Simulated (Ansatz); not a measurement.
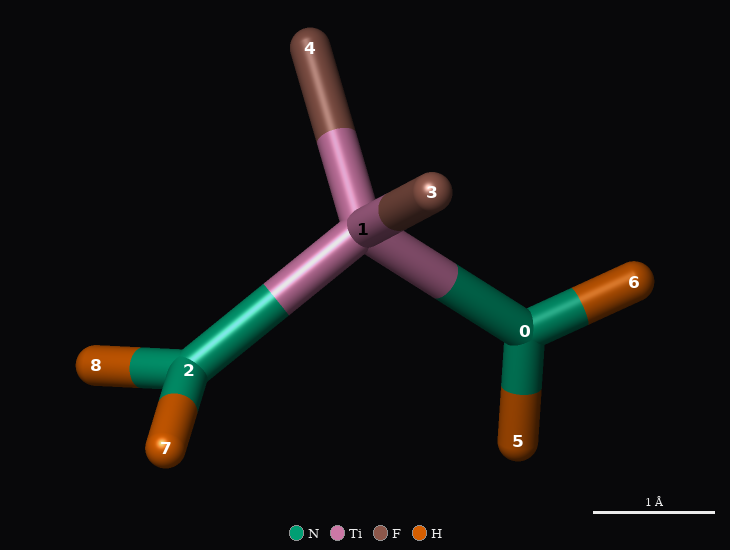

The structure as it stands in the input. Atoms are numbered from 0, in the order of the input.

The calculation was set up as follows.

```yaml
crystal:
  periodic: [false, false, false]
  atoms:
    - {symbol: N, position_ang: [-1.242704, 0.648852, -0.680145]}
    - {symbol: Ti, position_ang: [0.418568, -0.189400, -0.486227]}
    - {symbol: N, position_ang: [0.684950, -0.398471, 1.346460]}
    - {symbol: F, position_ang: [0.372437, -1.763966, -1.290364]}
    - {symbol: F, position_ang: [1.675464, 0.842656, -1.181267]}
    - {symbol: H, position_ang: [-1.858291, 0.927585, 0.068339]}
    - {symbol: H, position_ang: [-1.641756, 0.883620, -1.579242]}
    - {symbol: H, position_ang: [0.467565, -1.240560, 1.862314]}
    - {symbol: H, position_ang: [1.212267, 0.243385, 1.923033]}
basis:
  gaussian: {orbitals: def2-mTZVPP}
hamiltonian: {xc: {name: PBE-QIDH}}
output: {forces: true}
```

Command:

```sh
ansatz run in.yaml --threads 4 --pin off --events-out ev --progress --plain --max-ram 10444MiB
```

Output:

```
Functional definition: PBE-QIDH
  name "PBE-QIDH"
  cite "Brémond, Sancho-García, Pérez-Jiménez & Adamo, J. Chem. Phys. 141, 031101 (2014) doi:10.1063/1.4890314"
  cite "Perdew, Burke & Ernzerhof, Phys. Rev. Lett. 77, 3865 (1996) doi:10.1103/PhysRevLett.77.3865"
  parameter a = 3^(-1/3)
  parameter c = 1/3
  exchange = (1 - a)*pbe_x + a*exact_x
  correlation = (1 - c)*pbe_c + c*(mp2_os + mp2_ss)
1381 factors; integrals over basis functions are off by at most 1.0e-3 eV
mean field evaluation 1: about -31559.4936 eV, gradient 8.1e1 eV
mean field evaluation 2: about -31559.5210 eV, gradient 8.1e1 eV
mean field evaluation 4: about -31570.1008 eV, gradient 2.1e1 eV
mean field evaluation 8: about -31570.8498 eV, gradient 5.5e-1 eV
mean field evaluation 16: about -31570.8516 eV, gradient 2.1e-3 eV
mean field -31570.85156319 eV, -1160.2073954553 hartree, gradient 4.3e-6 eV, S^2 0.000000; 0 other end points of the search recorded, 0 dependent functions left out
9 core orbitals not correlated: weight in the atoms' cores, before any rotation towards them, 1.000 or more for the frozen orbitals, at most 0.000 for the correlated occupied ones
reference -31570.85157081 eV, -1160.2073957354 hartree; 20, 20 occupied and 120, 120 virtual orbitals, 1381 factors
second order -36.45904333 eV of doubles, -0.00000000 eV of singles
the calculation of the forces begins
Total energy: -31583.00458525 eV, -1160.6540107785 hartree
Atom 0 at    -1.242704     0.648852    -0.680145 Å, force    -0.275573     0.138370    -0.017428 eV/Å
Atom 1 at     0.418568    -0.189400    -0.486227 Å, force    -0.045222     0.019890     0.054003 eV/Å
Atom 2 at     0.684950    -0.398471     1.346460 Å, force     0.041888    -0.032442     0.290718 eV/Å
Atom 3 at     0.372437    -1.763966    -1.290364 Å, force    -0.005508    -0.245457    -0.112204 eV/Å
Atom 4 at     1.675464     0.842656    -1.181267 Å, force     0.197137     0.158467    -0.095167 eV/Å
Atom 5 at    -1.858291     0.927585     0.068339 Å, force     0.072649    -0.032483    -0.108909 eV/Å
Atom 6 at    -1.641756     0.883620    -1.579242 Å, force     0.043637    -0.026555     0.126606 eV/Å
Atom 7 at     0.467565    -1.240560     1.862314 Å, force     0.036175     0.110902    -0.064835 eV/Å
Atom 8 at     1.212267     0.243385     1.923033 Å, force    -0.065182    -0.090693    -0.072785 eV/Å
Dipole moment:    -0.332571     0.144284     0.523672 e Å
```

The run converged.
